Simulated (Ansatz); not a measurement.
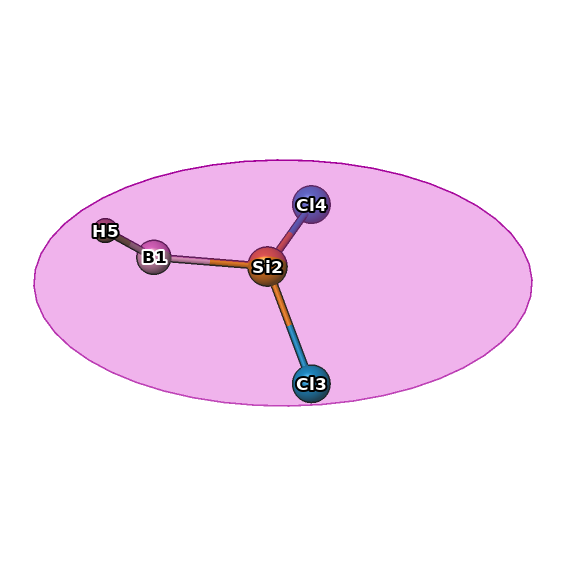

A disc through the centre of mass is drawn in. Distant atoms are faded towards the background colour. The geometry was computed by an optimisation with PBE-D4/def2-SVP. No frequency run is at hand to confirm it as a minimum.

### Is the plane of the disc a mirror plane of the structure?

Yes. The reflection leaves B1, Si2, H5 in place and moves Cl3 ↔ Cl4. The point group is Cs.
